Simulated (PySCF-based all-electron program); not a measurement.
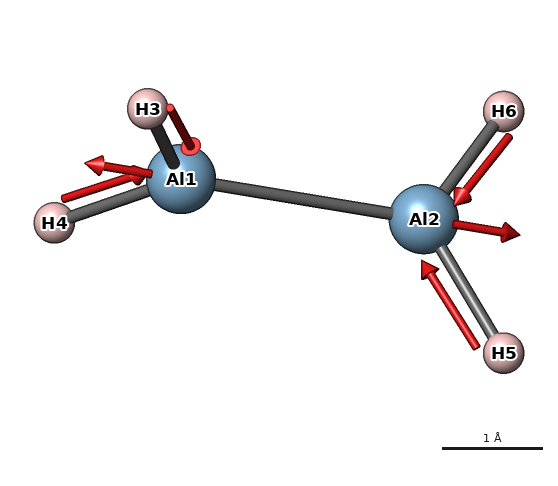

Arrows show the forces on the atoms, 6 Å of arrow for 1 eV/Å; forces under a tenth of the largest aren't drawn. Level of theory: r2SCAN, all-electron, scalar-relativistic (spin-free Dirac), large uncontracted Gaussian sets (PySCF-based all-electron program).

List the force components in the frame of the picture (x right, y up, z towards the viewer), in eV/Å.

| atom | Fx | Fy | Fz |
| --- | --- | --- | --- |
| Al1 | −0.11 | 0.02 | 0.04 |
| Al2 | 0.11 | −0.02 | −0.04 |
| H3 | 0.04 | −0.08 | −0.16 |
| H4 | 0.15 | 0.05 | 0.09 |
| H5 | −0.09 | 0.15 | −0.04 |
| H6 | −0.09 | −0.12 | 0.10 |
